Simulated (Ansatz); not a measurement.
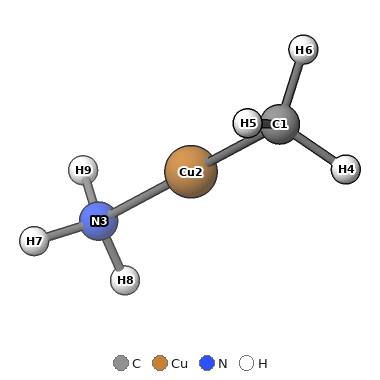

The system is CH6CuN, SMILES [CH3][Cu-][NH3+]; the picture shows the reference structure. Coordinates scanned: (1) bond length C1–H6; (2) angle H6–C1–H4. Nothing is relaxed (all other coordinates rigid). The scan uses a 15 × 15 grid. Points are written as (first, second). All energies are given in eV relative to the lowest grid point. Method: RKS PBE0-D4/def2-SVP (Ansatz).

Its coordinates:

```yaml
atoms:
  - { symbol: C, position_ang: [-0.8945, 1.3343, -1.0487] }
  - { symbol: Cu, position_ang: [-0.0020, 0.0116, -0.0150] }
  - { symbol: N, position_ang: [0.9270, -1.3639, 1.0600] }
  - { symbol: H, position_ang: [-1.7504, 0.9118, -1.6053] }
  - { symbol: H, position_ang: [-0.2210, 1.7969, -1.7925] }
  - { symbol: H, position_ang: [-1.2897, 2.1507, -0.4177] }
  - { symbol: H, position_ang: [1.8971, -1.4868, 0.7657] }
  - { symbol: H, position_ang: [0.4759, -2.2769, 0.9840] }
  - { symbol: H, position_ang: [0.9461, -1.1240, 2.0525] }
```

Range: bond length C1–H6 from 0.950 to 1.547 Å; angle H6–C1–H4 from 62.0 to 152.0°.

What landscape does the calculation give?

Answer. The lowest grid point is at (1.121 Å, 107.0°). It is the only kind of minimum in the scanned range. The highest grid point, (1.547 Å, 152.0°), lies 2.64 eV above the lowest. Round the minimum the two coordinates are nearly uncoupled.

```csv
"angle H6–C1–H4 ↓, bond length C1–H6 →",0.950,0.993,1.035,1.078,1.121,1.163,1.206,1.249,1.291,1.334,1.376,1.419,1.462,1.504,1.547
152.0,1.84,1.55,1.38,1.30,1.28,1.32,1.40,1.51,1.64,1.79,1.95,2.12,2.29,2.46,2.64
145.6,1.51,1.22,1.06,0.97,0.96,1.00,1.08,1.20,1.33,1.49,1.65,1.82,2.00,2.17,2.36
139.2,1.22,0.94,0.77,0.69,0.68,0.72,0.81,0.92,1.06,1.22,1.38,1.56,1.74,1.92,2.11
132.8,0.98,0.69,0.53,0.45,0.44,0.49,0.57,0.69,0.83,0.99,1.16,1.34,1.52,1.71,1.90
126.3,0.78,0.50,0.34,0.26,0.25,0.30,0.38,0.51,0.65,0.81,0.98,1.16,1.35,1.54,1.73
119.9,0.64,0.36,0.20,0.12,0.11,0.16,0.25,0.37,0.51,0.68,0.85,1.03,1.22,1.41,1.61
113.5,0.56,0.28,0.11,0.04,0.03,0.07,0.16,0.29,0.43,0.59,0.77,0.95,1.14,1.33,1.53
107.0,0.53,0.25,0.09,0.01,0.00,0.05,0.13,0.26,0.40,0.56,0.73,0.92,1.11,1.30,1.49
100.6,0.57,0.29,0.12,0.04,0.03,0.07,0.16,0.28,0.42,0.58,0.75,0.93,1.12,1.31,1.50
94.2,0.66,0.38,0.21,0.13,0.11,0.16,0.24,0.36,0.49,0.65,0.82,1.00,1.19,1.37,1.56
87.8,0.82,0.53,0.36,0.27,0.26,0.30,0.38,0.49,0.63,0.78,0.94,1.12,1.30,1.48,1.67
81.3,1.04,0.75,0.58,0.49,0.47,0.50,0.58,0.69,0.82,0.97,1.12,1.30,1.47,1.65,1.83
74.9,1.33,1.03,0.85,0.76,0.73,0.76,0.83,0.94,1.06,1.21,1.36,1.52,1.69,1.86,2.04
68.5,1.68,1.38,1.19,1.09,1.06,1.09,1.15,1.25,1.36,1.50,1.65,1.80,1.97,2.13,2.30
62.0,2.11,1.80,1.61,1.50,1.46,1.48,1.53,1.62,1.73,1.86,2.00,2.15,2.30,2.45,2.61
```

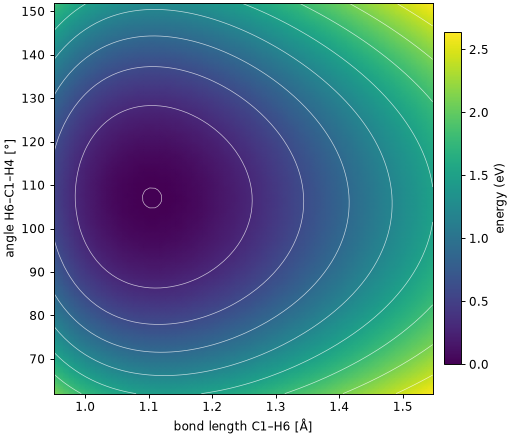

The picture shows a smooth colour map with a few white contour lines. Between grid points the surface is interpolated.

Time for the 225 points that were run: 27 min on 1 thread of Arm Neoverse N1, on a shared host.
